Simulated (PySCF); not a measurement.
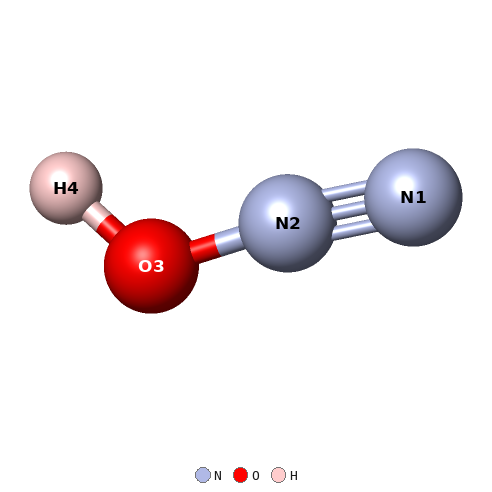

The species has charge +1 and is a spin singlet. Computed geometry: GFN2-xTB optimisation. No frequency run is at hand to confirm it as a minimum. Properties computed with B3LYP/pcJ-1 indirect spin-spin coupling, non-relativistic, gas phase (PySCF 2.14.0). Isotopes: 1H, 15N, 17O.

Give the spin–spin coupling constants of these pairs, with the number of bonds between them: N1/N2, N2/O3, O3/H4, N1/O3, N2/H4, N1/H4.

```csv
pair,bonds apart,J (Hz)
"N1, N2",1,−3.8
"N2, O3",1,−40.9
"O3, H4",1,−123.5
"N1, O3",2,−4.9
"N2, H4",2,−1.7
"N1, H4",3,−0.9
```
